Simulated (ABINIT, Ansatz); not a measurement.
# CsCaBr3 (Pm-3m): G0W0 with ABINIT, start to end

Wanted: ground state, empty states, screening and self-energy for CsCaBr3 (Pm-3m).

Method: LDA and many-body steps on it, plane waves, in ABINIT 10.8.3.

## 1. Starting point

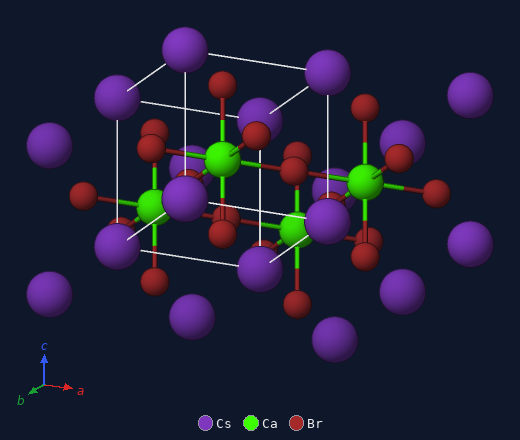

The starting structure, seen from a free direction (caesium purple, calcium green, bromine red). 2×2×1 cells are drawn. Some periodic images of atoms are drawn too.

The cell and positions are those that the Materials Project relaxed with its own functionals (PBE, PBE+U or r2SCAN), kept fixed. Spin-orbit coupling is left out unless a step names it.

## 2. Ground state

This step: ABINIT 10.8.3; DFT, LDA, plane waves, norm-conserving pseudopotentials.

The ground-state density comes first.

Contents of run.abi:

```
acell 3*1.0 Angstrom
rprim 
  5.708665730000 0.000000000000 0.000000000000
  0.000000000000 5.708665730000 0.000000000000
  0.000000000000 0.000000000000 5.708665730000
ntypat 3
znucl 55 20 35
natom 5
typat 1 2 3 3 3
xred 
  0.000000000000 0.000000000000 0.000000000000
  0.500000000000 0.500000000000 0.500000000000
  0.500000000000 0.000000000000 0.500000000000
  0.000000000000 0.500000000000 0.500000000000
  0.500000000000 0.500000000000 0.000000000000
pp_dirpath "pseudos"
pseudos "Cs.upf, Ca.upf, Br.upf"
ecut 30
ngkpt 4 4 4
nshiftk 1
shiftk 0 0 0
kptopt 1
chksymbreak 0
nband 26
occopt 1
tolvrs 1e-10
nstep 60
prtwf 0
optforces 0
optstress 0
indata_prefix "in"
outdata_prefix "out"
tmpdata_prefix "tmp"
```

Run with:

```console
OMP_NUM_THREADS=1 mpirun -n 4 abinit run.abi > log
```

Numbers of over 12 decimals in the logs are rounded to 6 here.

Log:

```text
.Version 10.8.3 of ABINIT. v10.8.2 released Aug 2026.

 Symmetries : space group Pm -3 m (#221); Bravais cP (primitive cubic)
================================================================================
 Values of the parameters that define the memory need of the present run
     intxc =       0    ionmov =       0      iscf =       7    lmnmax =       8
     lnmax =       8     mgfft =      54  mpssoang =       4    mqgrid =    3001
     natom =       5  nloc_mem =       1    nspden =       1   nspinor =       1
    nsppol =       1      nsym =      48    n1xccc =    2501    ntypat =       3
    occopt =       1   xclevel =       1
-    mband =          26        mffmem =           1         mkmem =           3
       mpw =        9876          nfft =      157464          nkpt =          10
================================================================================
  Rough estimation (10% accuracy) of disk space for files :
================================================================================

--------------------------------------------------------------------------------
------------- Echo of variables that govern the present computation ------------
--------------------------------------------------------------------------------
 -outvars: echo values of preprocessed input variables --------
            acell      1.8897261259E+00  1.8897261259E+00  1.8897261259E+00 Bohr

      chksymbreak           0
             ecut      3.00000000E+01 Hartree
-          fftalg         312

              ixc       -1012
              kpt      0.00000000E+00  0.00000000E+00  0.00000000E+00
                       2.50000000E-01  0.00000000E+00  0.00000000E+00
                       5.00000000E-01  0.00000000E+00  0.00000000E+00
                       2.50000000E-01  2.50000000E-01  0.00000000E+00
                       5.00000000E-01  2.50000000E-01  0.00000000E+00
                       5.00000000E-01  5.00000000E-01  0.00000000E+00
                       2.50000000E-01  2.50000000E-01  2.50000000E-01
                       5.00000000E-01  2.50000000E-01  2.50000000E-01
                       5.00000000E-01  5.00000000E-01  2.50000000E-01
                       5.00000000E-01  5.00000000E-01  5.00000000E-01
         kptrlatt        4    0    0      0    4    0      0    0    4
          kptrlen      4.31512591E+01
P           mkmem           3
            natom           5
            nband          26
            ngfft          54      54      54
             nkpt          10
            nstep          60
             nsym          48
           ntypat           3
              occ      2.000000  2.000000  2.000000  2.000000  2.000000  2.000000
                       2.000000  2.000000  2.000000  2.000000  2.000000  2.000000
                       2.000000  2.000000  2.000000  2.000000  2.000000  2.000000
                       2.000000  2.000000  0.000000  0.000000  0.000000  0.000000
                       0.000000  0.000000
        optforces           0
        optstress           0
            prtwf           0
            rprim      5.7086657300E+00  0.0000000000E+00  0.0000000000E+00
                       0.0000000000E+00  5.7086657300E+00  0.0000000000E+00
[...]
spgroup         221

           tolvrs      1.00000000E-10

             xred      0.0000000000E+00  0.0000000000E+00  0.0000000000E+00
[...]
znucl       55.00000   20.00000   35.00000

================================================================================

 chkinp: Checking input parameters for consistency.

================================================================================
== DATASET  1 ==================================================================
-   mpi_nproc: 4, omp_nthreads: 1 (-1 if OMP is not activated)

--- !DatasetInfo
iteration_state: {dtset: 1, }
dimensions: {natom: 5, nkpt: 10, mband: 26, nsppol: 1, nspinor: 1, nspden: 1, mpw: 9876, }
cutoff_energies: {ecut:  30.0, pawecutdg:  -1.0, }
electrons: {nelect:   4.00000000E+01, charge:   0.00000000E+00, occopt:   1.00000000E+00, tsmear:   1.00000000E-02, }

 Real(R)+Recip(G) space primitive vectors, cartesian coordinates (Bohr,Bohr^-1):
 R(1)= 10.7878148  0.0000000  0.0000000  G(1)=  0.0926972  0.0000000  0.0000000
 R(2)=  0.0000000 10.7878148  0.0000000  G(2)=  0.0000000  0.0926972  0.0000000
 R(3)=  0.0000000  0.0000000 10.7878148  G(3)=  0.0000000  0.0000000  0.0926972
 Unit cell volume ucvol=  1.2554530E+03 bohr^3
 Angles (23,13,12)=  9.00000000E+01  9.00000000E+01  9.00000000E+01 degrees

 getcut: wavevector=  0.0000  0.0000  0.0000  ngfft=  54  54  54
         ecut(hartree)=     30.000   => boxcut(ratio)=   2.03018

--- Pseudopotential description ------------------------------------------------
- Cs Generated using ONCVPSP code by D. R. Hamann
- 55.00000   9.00000  201201                  znucl, zion, pspdat
12 -1012 3 -1 2328                            pspcod,pspxc,lmax,lloc,mmax
     nproj     2     2     2     2
  pspatm : epsatm=   21.68725381
         --- l  ekb(1:nproj) -->
[...]
pspatm: atomic psp has been read  and splines computed

- Ca Generated using ONCVPSP code by D. R. Hamann
- 20.00000  10.00000  180309                  znucl, zion, pspdat
12 -1012 2 -1 1724                            pspcod,pspxc,lmax,lloc,mmax
     nproj     2     2     2     0
  pspatm : epsatm=   12.51424511
         --- l  ekb(1:nproj) -->
[...]
pspatm: atomic psp has been read  and splines computed

- Br Generated using ONCVPSP code by D. R. Hamann
- 35.00000   7.00000  180309                  znucl, zion, pspdat
12 -1012 2 -1 1084                            pspcod,pspxc,lmax,lloc,mmax
     nproj     2     2     2     0
  pspatm : epsatm=   10.24179696
         --- l  ekb(1:nproj) -->
[...]
pspatm: atomic psp has been read  and splines computed

   2.59707559E+03                                ecore*ucvol(ha*bohr**3)
--------------------------------------------------------------------------------

_setup2: Arith. and geom. avg. npw (full set) are    9853.422    9853.397

================================================================================

--- !BeginCycle
iteration_state: {dtset: 1, }
solver: {iscf: 7, nstep: 60, nline: 4, wfoptalg: 0, }
tolerances: {tolvrs: 1.00E-10, }

     iter   Etot(hartree)      deltaE(h)  residm     vres2
 ETOT  1  -109.77282634405    -1.098E+02 3.409E-02 1.126E+02
 ETOT  2  -109.82288889866    -5.006E-02 1.494E-02 2.718E+01
 ETOT  3  -109.82476341865    -1.875E-03 3.671E-03 9.757E+00
 ETOT  4  -109.82513503309    -3.716E-04 1.538E-03 3.625E-01
 ETOT  5  -109.82515802437    -2.299E-05 2.969E-03 1.295E-02
 ETOT  6  -109.82515892823    -9.039E-07 1.891E-03 1.226E-03
 ETOT  7  -109.82515904553    -1.173E-07 2.028E-03 4.126E-05
 ETOT  8  -109.82515904958    -4.047E-09 6.363E-04 2.724E-06
 ETOT  9  -109.82515905009    -5.129E-10 5.779E-04 1.369E-07
 ETOT 10  -109.82515905014    -5.076E-11 5.077E-04 1.236E-09
 ETOT 11  -109.82515905014    -9.521E-13 3.581E-04 6.290E-10
 ETOT 12  -109.82515905013     5.983E-12 2.825E-04 1.543E-11

 At SCF step   12       vres2   =  1.54E-11 < tolvrs=  1.00E-10 =>converged.

--- !ResultsGS
iteration_state: {dtset: 1, }
comment   : Summary of ground state results
lattice_vectors:
- [ 10.7878148,   0.0000000,   0.0000000, ]
- [  0.0000000,  10.7878148,   0.0000000, ]
- [  0.0000000,   0.0000000,  10.7878148, ]
lattice_lengths: [  10.78781,   10.78781,   10.78781, ]
lattice_angles: [ 90.000,  90.000,  90.000, ] # degrees, (23, 13, 12)
lattice_volume:   1.2554530E+03
convergence: {deltae:  5.983E-12, res2:  1.543E-11, residm:  2.825E-04, diffor:  0.000E+00, }
etotal    :  -1.09825159E+02
entropy   :   0.00000000E+00
fermie    :   2.15683708E-02
cartesian_stress_tensor: null
pressure_GPa: null
xred      :
- [  0.0000E+00,   0.0000E+00,   0.0000E+00, Cs]
- [  5.0000E-01,   5.0000E-01,   5.0000E-01, Ca]
- [  5.0000E-01,   0.0000E+00,   5.0000E-01, Br]
- [  0.0000E+00,   5.0000E-01,   5.0000E-01, Br]
- [  5.0000E-01,   5.0000E-01,   0.0000E+00, Br]
cartesian_forces: null
force_length_stats: {min: null, max: null, mean: null, }

 Integrated electronic density in atomic spheres:
 ------------------------------------------------
 Atom  Sphere_radius  Integrated_density
[...]
================================================================================

 ----iterations are completed or convergence reached----

 Mean square residual over all n,k,spin=   32.539E-07; max=  28.246E-05
 reduced coordinates (array xred) for    5 atoms
       0.000000000000      0.000000000000      0.000000000000
       0.500000000000      0.500000000000      0.500000000000
       0.500000000000      0.000000000000      0.500000000000
       0.000000000000      0.500000000000      0.500000000000
       0.500000000000      0.500000000000      0.000000000000
 rms dE/dt=  0.0000E+00; max dE/dt=  0.0000E+00; dE/dt below (all hartree)
    1       0.000000000000      0.000000000000      0.000000000000
    2       0.000000000000      0.000000000000      0.000000000000
    3       0.000000000000      0.000000000000      0.000000000000
    4       0.000000000000      0.000000000000      0.000000000000
    5       0.000000000000      0.000000000000      0.000000000000

 cartesian coordinates (angstrom) at end:
    1      0.000000     0.000000     0.000000
    2      2.854333     2.854333     2.854333
    3      2.854333     0.000000     2.854333
    4      0.000000     2.854333     2.854333
    5      2.854333     2.854333     0.000000
 length scales=  1.889726125908  1.889726125908  1.889726125908 bohr
              =  1.000000000000  1.000000000000  1.000000000000 angstroms
 prteigrs : about to open file out_EIG
 Fermi (or HOMO) energy (hartree) =   0.02157   Average Vxc (hartree)=  -0.30692
 Eigenvalues (hartree) for nkpt=  10  k points:
 kpt#   1, nband= 26, wtk=  0.01563, kpt=  0.0000  0.0000  0.0000 (reduced coord)
  -1.39777   -0.70972   -0.70972   -0.70972   -0.70313   -0.45974   -0.44790   -0.44790
  -0.21606   -0.21606   -0.21606   -0.04356   -0.04356   -0.04356    0.00033    0.00033
   0.00033    0.01225    0.01225    0.01225    0.17147    0.18746    0.18746    0.18746
   0.22052    0.22057
 prteigrs : prtvol=0 or 1, do not print more k-points.

--- !EnergyTerms
iteration_state     : {dtset: 1, }
comment             : Components of total free energy in Hartree
kinetic             :  3.15476586156155E+01
hartree             :  2.22108454285076E+01
xc                  : -2.96966466261088E+01
Ewald energy        : -6.98347217070739E+01
psp_core            :  2.06863632977060E+00
local_psp           : -7.95517609097989E+01
non_local_psp       :  1.34308298189537E+01
total_energy        : -1.09825159050134E+02
total_energy_eV     : -2.98849482243950E+03
band_energy         : -1.28040217186690E+01

== END DATASET(S) ==============================================================
================================================================================

 -outvars: echo values of variables after computation  --------
           etotal     -1.0982515905E+02
            nband          26
             nkpt          10
          spgroup         221
 [... the other variables as echoed above ...]

 Calculation completed.
```

Wall time 43 s (4 MPI ranks of Arm Neoverse V1, shared host); peak memory 0.41 GiB; 2.9 min of CPU time.

This step gave:

```
total energy               : -2988.4948 eV
gap                        : 4.079 eV
k of the valence top       : 0.5, 0.5, 0.5
k of the conduction bottom : 0, 0, 0
least direct gap           : 4.333 eV
```

The gap is indirect, with the least direct gap 0.25 eV higher.

## 3. Empty states on the mesh, 2×2×2 mesh, 631 bands

The sums over transitions need many empty states on a uniform mesh; this step solves for them.

run.abi: that of step 2 with these lines changed.

```diff
@@ -18,3 +18,3 @@
 ecut 30
-ngkpt 4 4 4
+ngkpt 2 2 2
 nshiftk 1
@@ -23,9 +23,10 @@
 chksymbreak 0
-nband 26
-occopt 1
-tolvrs 1e-10
+iscf -2
+irdden 1
+istwfk *1
+nband 631
+nbdbuf 56
+tolwfr 1e-09
 nstep 60
-prtwf 0
-optforces 0
-optstress 0
+prtvol 0
 indata_prefix "in"
```

Log:

```text
.Version 10.8.3 of ABINIT. v10.8.2 released Aug 2026.

 Symmetries : space group Pm -3 m (#221); Bravais cP (primitive cubic)
[... echo of the input left out ...]
== DATASET  1 ==================================================================
-   mpi_nproc: 4, omp_nthreads: 1 (-1 if OMP is not activated)

--- !DatasetInfo
iteration_state: {dtset: 1, }
dimensions: {natom: 5, nkpt: 4, mband: 631, nsppol: 1, nspinor: 1, nspden: 1, mpw: 9952, }
cutoff_energies: {ecut:  30.0, pawecutdg:  -1.0, }
electrons: {nelect:   4.00000000E+01, charge:   0.00000000E+00, occopt:   1.00000000E+00, tsmear:   1.00000000E-02, }

 Real(R)+Recip(G) space primitive vectors, cartesian coordinates (Bohr,Bohr^-1):
 R(1)= 10.7878148  0.0000000  0.0000000  G(1)=  0.0926972  0.0000000  0.0000000
 R(2)=  0.0000000 10.7878148  0.0000000  G(2)=  0.0000000  0.0926972  0.0000000
 R(3)=  0.0000000  0.0000000 10.7878148  G(3)=  0.0000000  0.0000000  0.0926972
 Unit cell volume ucvol=  1.2554530E+03 bohr^3
 Angles (23,13,12)=  9.00000000E+01  9.00000000E+01  9.00000000E+01 degrees

 getcut: wavevector=  0.0000  0.0000  0.0000  ngfft=  54  54  54
         ecut(hartree)=     30.000   => boxcut(ratio)=   2.03018

--- Pseudopotential description ------------------------------------------------
- Cs Generated using ONCVPSP code by D. R. Hamann
- 55.00000   9.00000  201201                  znucl, zion, pspdat
12 -1012 3 -1 2328                            pspcod,pspxc,lmax,lloc,mmax
     nproj     2     2     2     2
  pspatm : epsatm=   21.68725381
         --- l  ekb(1:nproj) -->
             0    6.247599    0.778427
             1    6.343167    0.797067
             2    3.778962    0.917083
[...]
pspatm: atomic psp has been read  and splines computed

- Ca Generated using ONCVPSP code by D. R. Hamann
- 20.00000  10.00000  180309                  znucl, zion, pspdat
12 -1012 2 -1 1724                            pspcod,pspxc,lmax,lloc,mmax
     nproj     2     2     2     0
  pspatm : epsatm=   12.51424511
         --- l  ekb(1:nproj) -->
[...]
pspatm: atomic psp has been read  and splines computed

- Br Generated using ONCVPSP code by D. R. Hamann
- 35.00000   7.00000  180309                  znucl, zion, pspdat
12 -1012 2 -1 1084                            pspcod,pspxc,lmax,lloc,mmax
     nproj     2     2     2     0
  pspatm : epsatm=   10.24179696
         --- l  ekb(1:nproj) -->
[...]
pspatm: atomic psp has been read  and splines computed

--------------------------------------------------------------------------------

================================================================================
 prteigrs : about to open file out_EIG
 Non-SCF case, kpt    1 (  0.00000  0.00000  0.00000), residuals and eigenvalues=
  3.17E-11  3.36E-10  4.76E-10  7.66E-10  2.50E-10  5.14E-10  1.24E-10  6.95E-10
  2.74E-10  4.30E-10  6.11E-10  9.99E-11  1.48E-10  2.36E-10  1.46E-10  2.14E-10
  5.10E-10  1.36E-10  2.24E-10  5.53E-10  2.81E-10  1.83E-10  3.09E-10  6.25E-10
[...]
2.59E-04  5.05E-05  7.83E-05  1.35E-04  4.61E-04  1.33E-03  1.91E-03
 -1.3978E+00 -7.0972E-01 -7.0972E-01 -7.0972E-01 -7.0313E-01 -4.5974E-01
 -4.4790E-01 -4.4790E-01 -2.1606E-01 -2.1606E-01 -2.1606E-01 -4.3558E-02
 -4.3558E-02 -4.3558E-02  3.3119E-04  3.3119E-04  3.3119E-04  1.2251E-02
[...]
4.3967E+00  4.4101E+00  4.4257E+00  4.4257E+00  4.4742E+00  4.4742E+00
  4.4748E+00  4.5148E+00  4.5154E+00  4.5163E+00  4.5176E+00  4.5220E+00
  4.5437E+00
 prteigrs : prtvol=0 or 1, do not print more k-points.

--- !ResultsGS
iteration_state: {dtset: 1, }
comment   : Summary of ground state results
lattice_vectors:
- [ 10.7878148,   0.0000000,   0.0000000, ]
- [  0.0000000,  10.7878148,   0.0000000, ]
- [  0.0000000,   0.0000000,  10.7878148, ]
lattice_lengths: [  10.78781,   10.78781,   10.78781, ]
lattice_angles: [ 90.000,  90.000,  90.000, ] # degrees, (23, 13, 12)
lattice_volume:   1.2554530E+03
convergence: {deltae:  0.000E+00, res2:  0.000E+00, residm:  9.994E-10, diffor:  0.000E+00, }
etotal    :  -1.09825159E+02
entropy   :   0.00000000E+00
fermie    :   2.15683708E-02
cartesian_stress_tensor: null
pressure_GPa: null
xred      :
- [  0.0000E+00,   0.0000E+00,   0.0000E+00, Cs]
- [  5.0000E-01,   5.0000E-01,   5.0000E-01, Ca]
- [  5.0000E-01,   0.0000E+00,   5.0000E-01, Br]
- [  0.0000E+00,   5.0000E-01,   5.0000E-01, Br]
- [  5.0000E-01,   5.0000E-01,   0.0000E+00, Br]
cartesian_forces: null
force_length_stats: {min: null, max: null, mean: null, }

 Integrated electronic density in atomic spheres:
 ------------------------------------------------
 Atom  Sphere_radius  Integrated_density
[...]
================================================================================

 ----iterations are completed or convergence reached----

 Mean square residual over all n,k,spin=   45.342E-11; max=  99.940E-11
 reduced coordinates (array xred) for    5 atoms
[...]
0.000000000000      0.500000000000      0.500000000000
       0.500000000000      0.500000000000      0.000000000000

 cartesian coordinates (angstrom) at end:
    1      0.000000     0.000000     0.000000
    2      2.854333     2.854333     2.854333
    3      2.854333     0.000000     2.854333
    4      0.000000     2.854333     2.854333
    5      2.854333     2.854333     0.000000
 length scales=  1.889726125908  1.889726125908  1.889726125908 bohr
              =  1.000000000000  1.000000000000  1.000000000000 angstroms
 prteigrs : about to open file out_EIG
 Eigenvalues (hartree) for nkpt=   4  k points:
 kpt#   1, nband=631, wtk=  0.12500, kpt=  0.0000  0.0000  0.0000 (reduced coord)
[...]
4.35160    4.35174    4.36227    4.36227    4.36227    4.37359    4.37359    4.37359
   4.39670    4.39670    4.39670    4.41007    4.42569    4.42570    4.47419    4.47424
   4.47482    4.51483    4.51538    4.51630    4.51759    4.52204    4.54366
 prteigrs : prtvol=0 or 1, do not print more k-points.

== END DATASET(S) ==============================================================
================================================================================

 -outvars: echo values of variables after computation  --------
            nband         631
             nkpt           4
          spgroup         221
 [... the other variables as echoed above ...]

 Calculation completed.
```

Run time: 12 min. Hardware: 4 MPI ranks; peak memory 0.81 GiB.

Numbers from this step:

* gap: 4.079 eV
* k of the valence top: 0.5, 0.5, 0.5
* k of the conduction bottom: 0, 0, 0
* least direct gap: 4.333 eV
* k points computed: 4
* lowest point of the top converged band, above the valence top: 113.8924 eV

On this mesh the gap is 4.079 eV.

(Part 1 of 2 ends here.)

[Paths, hosts, dates, memory and timing lines, banners, echoed tables and standing remarks are left out of the program output.]

[Logs are printed without paths, hosts, clocks, repeated set-up lines and the standing remarks that a program may print on its own settings, such as how far it seeks lower states.]

[Runs of the session that timed out or met a known fault of the program may be left out.]

[Hosts, paths, dates, database ids (printed as entryN), source tags and the programs' standing remarks are cut or masked in the printed files.]

[G0W0 gaps are taken among the corrected bands and points alone; a level outside them can change the order at an edge.]

[Where Ansatz stands beside ABINIT at settings called matched, ABINIT's density can come from a denser mesh and the files from another edition; pairs whose starting gaps differed by over 0.03 eV were left out, so agreement reads better than it is.]
